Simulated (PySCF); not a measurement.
# RhSBr: structure of the singlet

The task is one start of a wider search on RhSBr: the singlet, from a B3LYP minimum start. It is relaxed, tested by its Hessian and followed downhill if it is a saddle.

Method: B3LYP, basis Rh def2-SVP with ECP28, S def2-SVP, Br def2-SVP, scalar-relativistic core potentials, no spin–orbit coupling, density fitting; program: PySCF 2.14.0.

## (1) The system as given

3 atoms, charge 0, spin multiplicity 1.

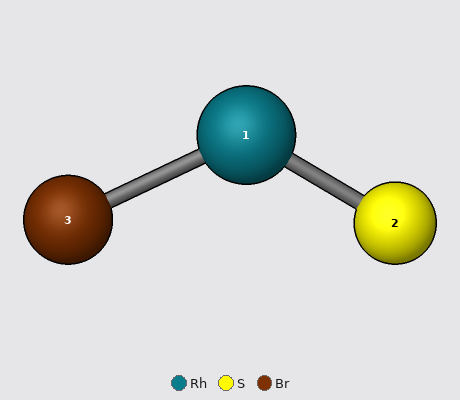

As it starts; rhodium blue, sulfur yellow, bromine brown; atoms are numbered from 1 in the order of the file.

Coordinates in bohr (charge 0 multiplicity 1):
```
Rh    0.0000   -1.3872    0.0000
S    -3.7476   -2.3060    0.0000
Br    1.5182    2.7431    0.0000
```

## (2) First SCF at the start

The steps below are one call of a driver around PySCF. For each, scf.py gives the equivalent set-up of the SCF; relaxations use the driver's own optimiser. After this first run the driver tries any further starts and a stability analysis.

File scf.py:

```python
from pyscf import gto, scf, dft
mol = gto.M(atom='''
Rh    -0.000000    -0.734080     0.000000
S     -1.983120    -1.220290    -0.000000
Br     0.803420     1.451570    -0.000000''',
    basis={'Rh': 'def2-SVP', 'S': 'def2-SVP', 'Br': 'def2-SVP'},
    ecp={'Rh': 'def2-SVP'},
    charge=0, spin=0)
mf = dft.RKS(mol, xc='B3LYP')
mf.grids.atom_grid = (50, 194)
aux = {'Rh': 'def2-universal-JKFIT', 'S': 'def2-universal-JKFIT', 'Br': 'def2-universal-JKFIT'}
mf = mf.density_fit(auxbasis=aux)
mf.conv_tol = 1e-08
mf.diis_space = 10
mf.max_cycle = 60
mf.init_guess = 'minao'
mf.verbose = 4
mf.kernel()
```

Started as:

```
$ OMP_NUM_THREADS=2 python axn.py task.json out
```

The program printed:

```text
init E= -3071.65913740272
  HOMO = -0.569748429273584  LUMO = -0.553351808517764  gap/eV = 0.44617
cycle= 1 E= -3080.96770832385  delta_E= -9.31  |g|= 2.11  |ddm|=  3.7
  HOMO = 0.108325137163958  LUMO = 0.124584546274254  gap/eV = 0.44244
cycle= 2 E= -3066.55557711289  delta_E= 14.4  |g|= 5.14  |ddm|= 11.9
  HOMO = -0.311789540310283  LUMO = -0.288238674507469  gap/eV = 0.64085
cycle= 3 E= -3082.40731164348  delta_E= -15.9  |g|= 0.571  |ddm|= 11.4
  HOMO = -0.166151916041606  LUMO = -0.115245207452923  gap/eV = 1.38524
cycle= 4 E= -3081.92068411332  delta_E= 0.487  |g|= 1.34  |ddm|= 2.11
  HOMO = -0.225970790831836  LUMO = -0.173823908561665  gap/eV = 1.41899
cycle= 5 E= -3082.50970846609  delta_E= -0.589  |g|= 0.21  |ddm|=  1.4
  HOMO = -0.243020679699892  LUMO = -0.184145479128918  gap/eV = 1.60208
cycle= 6 E= -3082.52666052136  delta_E= -0.017  |g|= 0.0826  |ddm|= 0.431
  HOMO = -0.246490111186825  LUMO = -0.187766259357522  gap/eV = 1.59796
cycle= 7 E= -3082.52769038411  delta_E= -0.00103  |g|= 0.066  |ddm|= 0.127
  HOMO = -0.246206890669948  LUMO = -0.187046682933518  gap/eV = 1.60983
cycle= 8 E= -3082.52805422828  delta_E= -0.000364  |g|= 0.0534  |ddm|= 0.0277
  HOMO = -0.246862389966474  LUMO = -0.187411479420898  gap/eV = 1.61774
cycle= 9 E= -3082.52843597348  delta_E= -0.000382  |g|= 0.0386  |ddm|= 0.0341
  HOMO = -0.248360896852956  LUMO = -0.188134251016891  gap/eV = 1.63885
cycle= 10 E= -3082.52885283337  delta_E= -0.000417  |g|= 0.00453  |ddm|= 0.0867
  HOMO = -0.248421100132336  LUMO = -0.188282991937219  gap/eV = 1.63644
cycle= 11 E= -3082.52885881606  delta_E= -5.98e-06  |g|= 0.00101  |ddm|= 0.00625
  HOMO = -0.248362358134493  LUMO = -0.188242536635268  gap/eV = 1.63594
cycle= 12 E= -3082.52885905982  delta_E= -2.44e-07  |g|= 0.000234  |ddm|= 0.00146
  HOMO = -0.24837891361976  LUMO = -0.188265546922723  gap/eV = 1.63577
cycle= 13 E= -3082.5288591248  delta_E= -6.5e-08  |g|= 0.000129  |ddm|= 0.00108
  HOMO = -0.248383048810548  LUMO = -0.188264799348528  gap/eV = 1.63590
cycle= 14 E= -3082.52885917231  delta_E= -4.75e-08  |g|= 4.54e-05  |ddm|= 0.00145
  HOMO = -0.248386633948264  LUMO = -0.188267161502307  gap/eV = 1.63593
cycle= 15 E= -3082.52885918184  delta_E= -9.52e-09  |g|= 2.23e-05  |ddm|= 0.000645
  HOMO = -0.248387421861878  LUMO = -0.188267493315456  gap/eV = 1.63595
Extra cycle  E= -3082.52885918159  delta_E= 2.43e-10  |g|= 7.91e-05  |ddm|= 0.000185
converged SCF energy = -3082.52885918159
```

This step, with its further starts and checks, needed 5.6 s of wall time on 2 threads of AMD EPYC 7R43 (Zen 3), shared host.

The test of internal stability found no lower closed-shell solution.

## (3) Relaxing the singlet from the B3LYP minimum start

The program finds Cs symmetry in the start, which this walk keeps. Threshold on the gradient: 0.0003 Eh/bohr, with a further test on the energy change.

Changes to scf.py since step 2:

```diff
@@ -3,3 +3,3 @@
-Rh    -0.000000    -0.734080     0.000000
-S     -1.983120    -1.220290    -0.000000
-Br     0.803420     1.451570    -0.000000''',
+Rh    -0.000001    -0.734077     0.000000
+S     -1.983121    -1.220287     0.000000
+Br     0.803419     1.451573     0.000000''',
@@ -16 +15,0 @@
-mf.init_guess = 'minao'
```

Steps of the walk:

```csv
step,energy (Eh),change (kJ/mol),largest symmetric gradient (Eh/bohr)
0,-3082.528859,0.00,0.00037
1,-3082.528860,0.00,0.00026
```

The walk took 5.8 s.

It settles in Cs symmetry, 0.0 kJ/mol below the start, after 1 steps: Rh–Br 2.328 Å, Rh–S 2.042 Å; Br–Rh–S 124.1°.

## (4) Is it a minimum? Harmonic modes

On the finer grid the gradient is checked again; gradients at displacements of ±0.02 bohr then give force constants and infrared intensities.

Changes to scf.py since step 3:

```diff
@@ -3,3 +3,3 @@
-Rh    -0.000001    -0.734077     0.000000
-S     -1.983121    -1.220287     0.000000
-Br     0.803419     1.451573     0.000000''',
+Rh     0.001367    -0.736120     0.000000
+S     -1.982687    -1.218995     0.000000
+Br     0.801769     1.450699     0.000000''',
@@ -10 +10 @@
-mf.grids.atom_grid = (50, 194)
+mf.grids.atom_grid = (75, 302)
@@ -13 +13 @@
-mf.conv_tol = 1e-08
+mf.conv_tol = 1e-10
```

This SCF starts from the last density.

SCF at the final geometry:

```text
init E= -3082.52888433191
  HOMO = -0.24833773741059  LUMO = -0.188259118998077  gap/eV = 1.63482
cycle= 1 E= -3082.52888433188  delta_E= 2.82e-11  |g|= 1.35e-05  |ddm|= 1.4e-05
  HOMO = -0.248339364980288  LUMO = -0.188260650612356  gap/eV = 1.63483
cycle= 2 E= -3082.52888433066  delta_E= 1.23e-09  |g|= 7.07e-05  |ddm|= 6.88e-05
  HOMO = -0.248337968448737  LUMO = -0.188259310663533  gap/eV = 1.63482
cycle= 3 E= -3082.52888433192  delta_E= -1.27e-09  |g|= 1.13e-06  |ddm|= 5.81e-05
  HOMO = -0.248337943419096  LUMO = -0.188259282431797  gap/eV = 1.63482
cycle= 4 E= -3082.52888433192  delta_E= 9.09e-13  |g|= 4.29e-07  |ddm|= 2.28e-06
  HOMO = -0.248338034224572  LUMO = -0.188259382410918  gap/eV = 1.63482
Extra cycle  E= -3082.52888433192  delta_E= -1.82e-12  |g|= 1.07e-06  |ddm|= 2.62e-06
converged SCF energy = -3082.52888433192
```

The whole step took 64 s.

Geometry: Cs; Rh–Br 2.329 Å, Rh–S 2.042 Å; Br–Rh–S 123.8°.

Modes, for the most abundant isotopes:

```tsv
symmetry	ω (cm⁻¹)	IR (km/mol)	type
a'	63	1.9	bend
a'	279	17.1	stretch
a'	533	22.2	stretch
```

No imaginary mode, so this is a minimum.

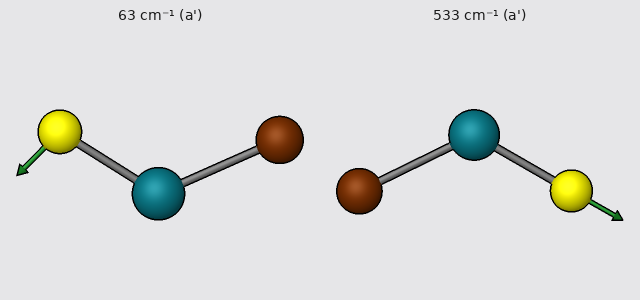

Displacements of 2 of the modes, as arrows (one member where a mode is degenerate).

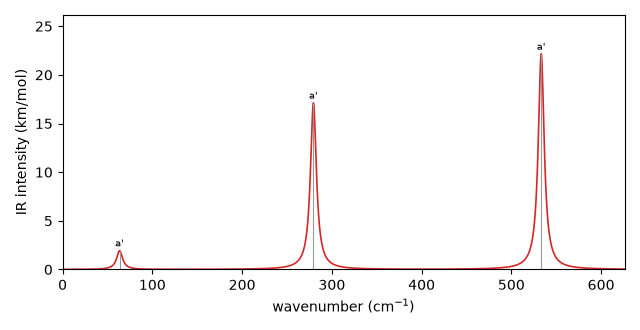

The harmonic infrared spectrum (widths in cm⁻¹). Lines are broadened to a width of 8 cm⁻¹ (Lorentzian).

Properties at this point:

| Property | Result |
| --- | --- |
| Dipole moment | 0.95 D |
| Highest occupied level | -6.76 eV |
| Lowest empty level | -5.12 eV |
| Rotational constants | 0.3538, 0.04234, 0.03782 cm⁻¹ |
| Zero-point energy | 5.2 kJ/mol |
| Principal polarisabilities | 45.0, 59.1, 110.9 bohr³ |
| Atomisation energy without zero-point energy | 539 kJ/mol |
| Principal traceless quadrupole moments about the centre of mass | -1.23, -0.91, 2.14 D Å |
| Entropy at 298.15 K and 1 bar | 317.6 J/(mol K) |
| Heat capacity Cp at 298.15 K | 53.6 J/(mol K) |
| Enthalpy at 298.15 K above 0 K | 13.73 kJ/mol |
| Rotational symmetry number | 1 |

Populations by atom (charges in e):

| atom | Mulliken | Löwdin | polar tensor | Mayer order to Rh1 |
| --- | --- | --- | --- | --- |
| Rh1 | 0.09 | -0.68 | 0.67 | – |
| S2 | 0.03 | 0.45 | -0.28 | 2.30 |
| Br3 | -0.12 | 0.23 | -0.39 | 1.25 |

Mulliken populations on Rh1 (outside its core potential): s 2.59, p 6.38, d 7.93, f 0.00.

## (5) A spin-polarised start

A stability analysis found the closed shell of the lowest minimum unstable towards spin polarisation, so the unrestricted solution is followed.

The program finds Cs symmetry in the start, which may break. Threshold on the gradient: 0.0003 Eh/bohr, with a further test on the energy change.

Changes to scf.py since step 4:

```diff
@@ -3,3 +3,3 @@
-Rh     0.001367    -0.736120     0.000000
-S     -1.982687    -1.218995     0.000000
-Br     0.801769     1.450699     0.000000''',
+Rh     0.001253    -0.735007     0.000000
+S     -1.982801    -1.217882     0.000000
+Br     0.801655     1.451811     0.000000''',
@@ -9,2 +9,2 @@
-mf = dft.RKS(mol, xc='B3LYP')
-mf.grids.atom_grid = (75, 302)
+mf = dft.UKS(mol, xc='B3LYP')
+mf.grids.atom_grid = (50, 194)
@@ -13 +13 @@
-mf.conv_tol = 1e-10
+mf.conv_tol = 1e-08
```

The optimiser's trace:

```
step   energy (Eh)  change (kJ/mol)  largest gradient (Eh/bohr)
   0  -3082.537669             0.00                     0.00672
   1  -3082.537968            -0.78                     0.00293
   2  -3082.538119            -1.18                     0.00226
   3  -3082.538220            -1.45                     0.00328
   4  -3082.538305            -1.67                     0.00284
   5  -3082.538351            -1.79                     0.00126
   6  -3082.538358            -1.81                     0.00031
   7  -3082.538358            -1.81                     0.00007
```

The walk took 44 s.

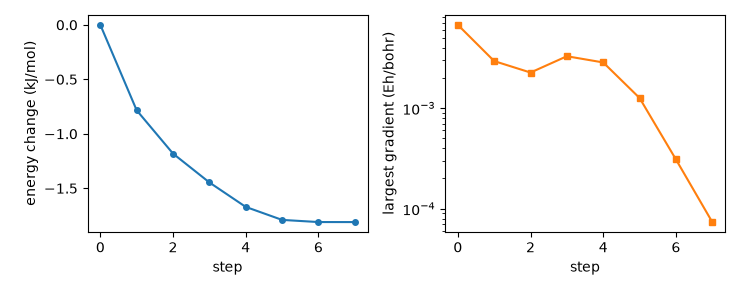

How energy and gradient fall.

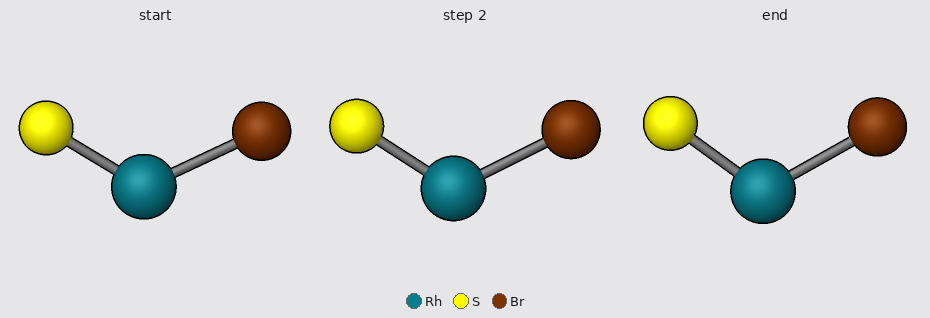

Start and end of the relaxation, with a step between.

It settles in Cs symmetry, 1.8 kJ/mol below the start, after 7 steps: Rh–Br 2.347 Å, Rh–S 2.056 Å; Br–Rh–S 114.5°.

## (6) Is it a minimum? Harmonic modes

The point was taken to the finer grid, but the Hessian ran out of time, so its nature is unknown.

## (7) What came out

| quantity | value |
| --- | --- |
| minimum | singlet, Cs (closed shell, unstable towards spin polarisation) |
| geometry | Rh–Br 2.329 Å, Rh–S 2.042 Å; Br–Rh–S 123.8° |
| wavenumbers (cm⁻¹) | 63 (a'), 279 (a'), 533 (a') |
| dipole moment | 0.95 D |
| highest occupied, lowest empty level | -6.76, -5.12 eV |
| polar-tensor charge of Rh1 | +0.67 e |
| zero-point energy | 5.2 kJ/mol |

In words: The molecule stays Cs, as typed, and the end point is a minimum. In the infrared the band at 533 cm⁻¹ (a', stretch) leads. Other starts or spin states, not run here, may lie lower. The closed shell proved unstable towards spin polarisation, so a lower open-shell solution exists.

The search up to here needed 3.5 min of wall time on 2 threads of AMD EPYC 7R43 (Zen 3), shared host.
